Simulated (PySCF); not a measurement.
# AlO (oxoaluminum) at UBLYP/def2-TZVPPD

What is the vertical ionisation energy of AlO (oxoaluminum) at UBLYP/def2-TZVPPD? 

The results are computed with PySCF 2.14.0.

2 further runs of the same task are left out: 2 set aside as unsound or not needed.

### 1 The structure to begin with

AlO: 2 atoms, total charge 0, spin state doublet. As SMILES, `[O]=[Al]`. The coordinates come from a PBE0-D4/def2-TZVP relaxation.

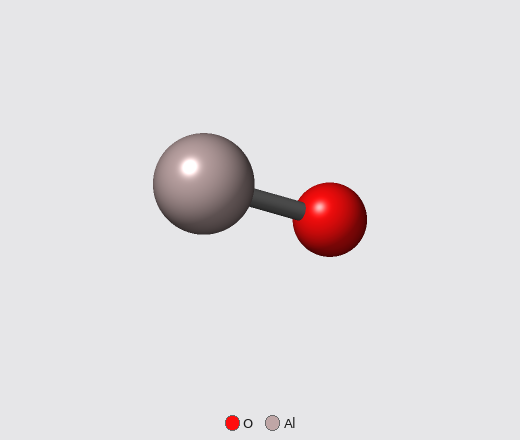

The structure, seen from a chosen angle (oxygen red, aluminium light grey).

### 2 The energy at UBLYP/def2-TZVPPD

Contents of calc.py:

```python
from pyscf import gto, dft

system = gto.M(
    atom='''
O      0.000000     0.000000    -0.047092
Al     0.000000     0.000000     3.014056
''',
    unit='bohr',
    spin=1,
    max_memory=1860,
    verbose=3,
    basis='def2-tzvppd',
)

ks = dft.UKS(system, xc='blyp')
ks.conv_tol = 1e-10
ks.grids.level = 5
ks.kernel()
if not ks.converged:
    ks = ks.newton().run(ks.mo_coeff, ks.mo_occ)

e_tot = ks.e_tot
print('E(%s) = %.9f' % ('BLYP', e_tot))
```

On the command line:

```bash
OMP_NUM_THREADS=1 python calc.py
```

Output:

```text
WARN: HOMO -0.214844692595591 >= LUMO -0.214844692595584

converged SCF energy = -317.667111479694  <S^2> = 0.75389933  2S+1 = 2.0038955
E(BLYP) = -317.667111480
```

Wall time 9.3 s (1 thread of Arm Neoverse V2, shared host); peak memory 0.41 GiB.

### 3 The singlet cation at the same level

Contents of mol.xyz:

```xyz
2

O      0.000000     0.000000    -0.024920
Al     0.000000     0.000000     1.594970
```

Contents of input.py:

```python
from pyscf import gto, dft

system = gto.M(
    atom='mol.xyz',
    basis='def2-tzvppd',
    verbose=4,
    charge=1,
    max_memory=1860,
)

mf = dft.RKS(system)
mf.xc = 'blyp'
mf.grids.level = 5
mf.conv_tol = 1e-10
mf.kernel()
if not mf.converged:
    mf = mf.newton().run(mf.mo_coeff, mf.mo_occ)

e_tot = mf.e_tot
print('E = %.10f Eh' % e_tot)
```

On the command line:

```bash
OMP_NUM_THREADS=1 python input.py
```

Output:

```text
PySCF version 2.14.0

[INPUT] num. atoms = 2
[INPUT] num. electrons = 20
[INPUT] charge = 1
[INPUT] spin (= nelec alpha-beta = 2S) = 0
[INPUT] symmetry False subgroup None
[INPUT] Mole.unit = angstrom
[INPUT] Symbol           X                Y                Z      unit          X                Y                Z       unit  Magmom
[INPUT]  1 O      0.000000000000   0.000000000000  -0.024920000000 AA    0.000000000000   0.000000000000  -0.047091975024 Bohr   0.0
[INPUT]  2 Al     0.000000000000   0.000000000000   1.594970000000 AA    0.000000000000   0.000000000000   3.014056476898 Bohr   0.0

nuclear repulsion = 33.9741772192433
number of shells = 30
number of NR pGTOs = 124
number of NR cGTOs = 88
basis = def2-tzvppd
ecp = {}

[... 40 lines left out ...]
WARN: HOMO -0.483603978372234 == LUMO -0.483603978372216
[... 24 lines left out ...]
converged SCF energy = -317.298152927833
E = -317.2981529278 Eh
```

It took 5.7 s on 1 thread of Arm Neoverse V2, shared host; peak memory 0.4 GiB.

### 4 Outcome

Level: UBLYP/def2-TZVPPD.

| quantity | value |
| --- | --- |
| doublet AlO: total energy | -317.66711 Eh |
| doublet AlO: dipole moment | 4.14 D |
| doublet AlO: HOMO energy (highest over α and β) | -6.41 eV |
| doublet AlO: LUMO energy (lowest over α and β) | -5.31 eV |
| doublet AlO: ⟨S²⟩ | 0.754 |
| singlet cation: total energy | -317.29815 Eh |
| singlet cation: HOMO energy | -13.96 eV |
| singlet cation: LUMO energy | -13.66 eV |
| singlet cation: HOMO–LUMO gap | 0.30 eV |
| vertical ionisation energy (to the singlet cation) | 10.040 eV |

What this shows: The vertical ionisation energy comes to 10.04 eV (969 kJ/mol). Only the singlet of the ionised species was computed; a triplet could lie lower.
